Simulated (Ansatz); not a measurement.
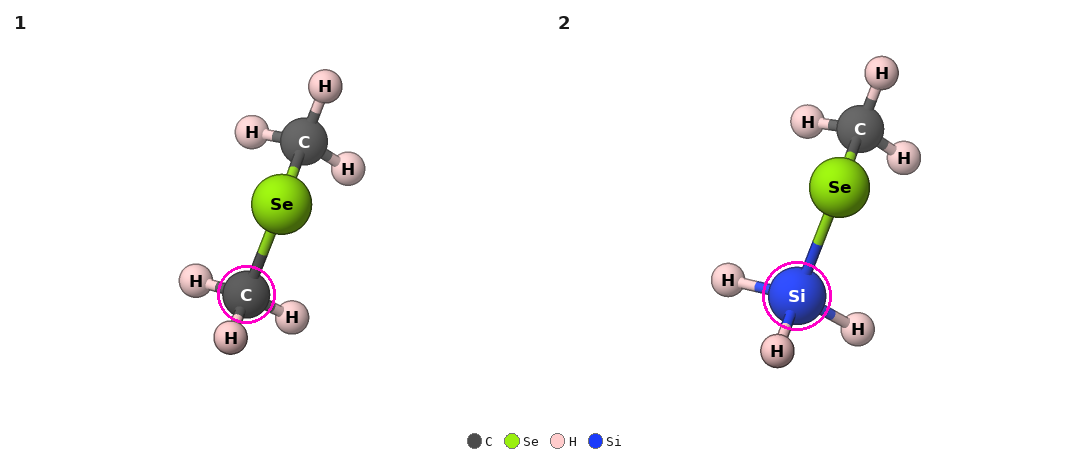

2 molecules with one skeleton, seen from the same side and at one scale; the atom that differs is circled. Each species is neutral and a spin singlet. Computed geometries: PBE0-D4/def2-TZVP optimisations, one conformation each. Properties computed with Ansatz 0.2.0.

One atom differs, called X below: C in panel 1, Si in panel 2. Their formulas are C2H6Se (`C[Se]C`), CH6SeSi (`C[Se][SiH3]`).

**In which is the mean length of X–H larger (PBE0-D4/def2-TZVP)?**

In panel 2 (X = Si).

**In which is the harmonic zero-point energy higher (PBE0-D4/def2-TZVP)?**

In panel 1 (X = C).

Give the values. With PBE0-D4/def2-TZVP: mean length of X–H (Å), length of X–Se (Å), mean angle H–X–H (°), dipole moment (D), harmonic zero-point energy (kJ/mol). With CAM-B3LYP-D4/def2-TZVPP: HOMO energy (Kohn–Sham orbital) (eV), HOMO–LUMO gap (eV).

```
                            quantity  1 (C)  2 (Si)   2 − 1
              mean length of X–H (Å)  1.090   1.486  +0.396
                  length of X–Se (Å)  1.940   2.266  +0.326
                mean angle H–X–H (°)  109.6   109.4    −0.2
HOMO energy (Kohn–Sham orbital) (eV)  −7.32   −7.88   −0.56
                  HOMO–LUMO gap (eV)   8.76    8.74   −0.02
                   dipole moment (D)   1.55    1.38   −0.17
 harmonic zero-point energy (kJ/mol)  195.5   164.8   −30.7
```
